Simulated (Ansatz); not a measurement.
Start from KZnF3 in the cubic perovskite structure (space group Pm-3m, No. 221; a = 4.127 Å).

One thing is altered: every lattice vector is stretched by 2.40 %; the atoms relax in the strained cell.

Computed with PBE, PAW, 420 eV (Ansatz, a quantum-chemistry and plane-wave program; no spin-orbit coupling).

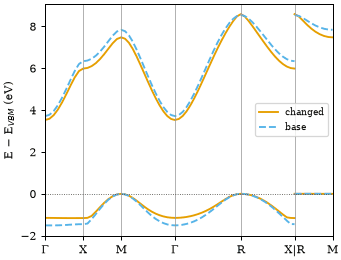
*Highest valence and lowest conduction band along the path, each from its own valence-band maximum*

Q: Read the changed gap and its character from the plot.

A: About 3.5 eV, indirect, R → Γ.

Whether these cells are dynamically stable was not tested. Many cubic perovskites are stable only at high temperature; tilts and polar distortions were not tested.
